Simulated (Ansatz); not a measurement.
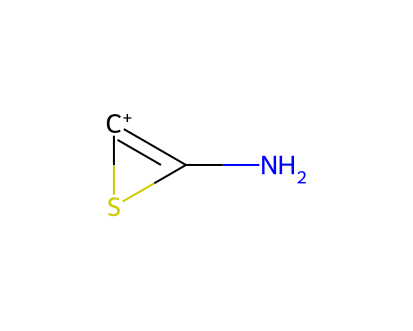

Source: calculation with Ansatz.

2D structure. The species has charge +1 and is a spin singlet.

### Give its SMILES.

NC1=[C+]S1

### Give the formula, hydrogens included.

C2H2NS, charge +1.

### An optimisation with PBE0-D4/def2-TZVP gave a structure of which point group?

Cs.
